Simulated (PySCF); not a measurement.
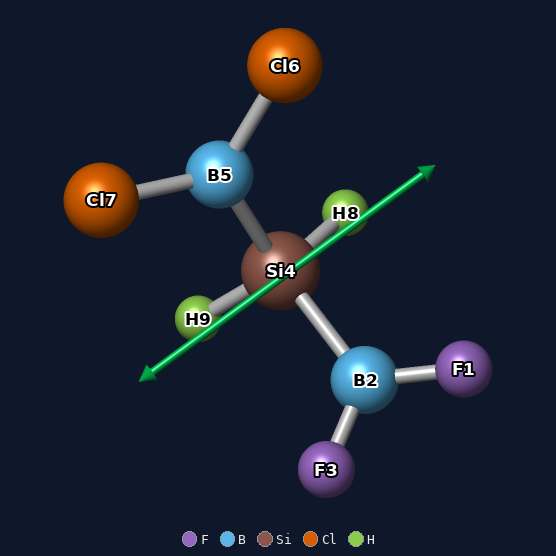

The double arrow shows the direction of the transition dipole to excited singlet state 4 (its length means nothing). The computed structure is the end point of a GFN2-xTB optimisation. No frequency run is at hand to confirm it as a minimum. Properties computed with TDDFT CAM-B3LYP/def2-SVPD, vertical, gas phase, core orbitals frozen in the response (PySCF 2.14.0).

**Where does the transition lie, and how strong is it?**

6.67 eV (186 nm), oscillator strength 0.098, mainly HOMO−3 → LUMO (weight 0.91); transition dipole 1.97 D.

The geometry is semi-empirical. Around B, Si such bond lengths and angles can be off by a tenth of an ångström or more and by several degrees, and values that hang on the shape move with them.
